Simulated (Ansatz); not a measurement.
Profile along the Cu–Cu line in Cu3Pd (Cu3Au type)

Cu$_{3}$Pd (Cu3Au type)

```
Cu3Pd
1.0
    3.65466     0.00000     0.00000
    0.00000     3.65466     0.00000
    0.00000     0.00000     3.65466
Cu Pd
3 1
Cartesian
  0.00000   1.82733   1.82733
  1.82733   0.00000   1.82733
  1.82733   1.82733   0.00000
  0.00000   0.00000   0.00000
```

Fields along a shortest Cu–Cu line of a {110} plane (2.58 Å), from Cu to Cu, interpolated on the slice's grid (step about 0.2 Å). These are PBEsol (plane waves to 420 eV, PAW, scalar-relativistic; Ansatz, a program for electronic structure) values and carry that method's errors. k mesh 13×13×13. These are valence fields of a PAW run, semicore shells included where kept as valence: close to a nucleus they are smooth pseudo fields. Cu3Pd is run without spin polarisation. Cu3Pd was relaxed with its symmetry unable to fall.

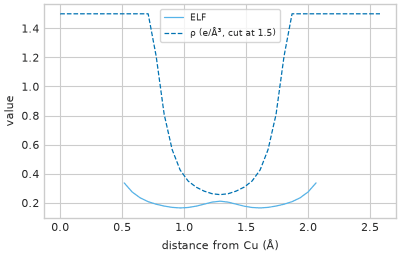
Figure. ELF (away from the nuclei) and valence density from Cu to Cu.

Density on the Cu–Cu line (2.58 Å) at its midpoint: 0.26 e/Å³. ELF at that point: 0.21.
